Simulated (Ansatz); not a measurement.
Effect of x(Pb) = 0.75, 6 atoms, R3m on hypothetical fluorite ZrSe2

The reference is ZrSe2 in the fluorite structure (space group Fm-3m, No. 225; a = 6.508 Å; a hypothetical phase, not in the database extracts checked).

The other end (x = 1) is ZrPb₂ (space group Fm-3m, No. 225; a hypothetical phase, not in the database extracts checked): 29.25 Å³/atom, gap zero; this end may not be an ambient phase.

One thing is altered: a fraction x = 0.75 of the Se sites is given to Pb, ordered in a cell of 6 atoms (starting symmetry R3m) and fully relaxed.

The values are results of Ansatz (an electronic-structure program) PBEsol, spin-orbit coupling left out, earlier PAW set, not measurements. Settings: 11×11×11 k-points, 0.05 eV Fermi–Dirac smearing, for the changed cell.

```csv
quantity,base,changed,shift
volume per atom,22.97 Å³,26.74 Å³,+3.775 Å³
density,6.00 g/cm³,9.14 g/cm³,+3.134 g/cm³
shortest interatomic distance,2.818 Å,2.613 Å,-0.205 Å
band gap,zero,zero,–
mixing energy (to 0.01 eV only: unlike meshes or grids) (against an end that may be hypothetical),–,-0.11 eV/atom,–
deviation of the volume from the linear (Vegard-type) interpolation,–,-3.4 %,–
```

Final structure:

```
CELL_PARAMETERS angstrom
      2.45884     1.41961     7.66095
     -2.45884     1.41961     7.66095
      0.00000    -2.83922     7.66095
ATOMIC_POSITIONS crystal
  Zr 0.96714 0.96714 0.96714
  Zr 0.52435 0.52435 0.52435
  Pb 0.38794 0.38794 0.38794
  Se 0.85344 0.85344 0.85344
  Pb 0.11637 0.11637 0.11637
  Pb 0.65076 0.65076 0.65076
```

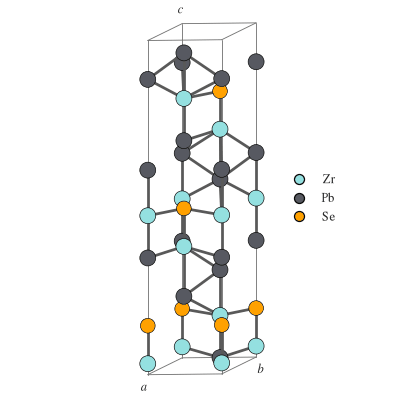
Figure. The relaxed conventional cell after the change

Cost of the whole job for the changed cell (relaxation, final SCF and bands): roughly 15 core-minutes.

These are small ordered cells, not random alloys; other orderings at the same x differ. With Pb present, leaving out spin-orbit coupling can change the band edges. Whether these cells are dynamically stable was not tested. All final runs are without spin polarisation. Zr2Pb3Se and ZrPb2 have a high density of states at the Fermi level and may be magnetic at this level. The zero or small gap of Zr2Pb3Se can change with the level of theory.
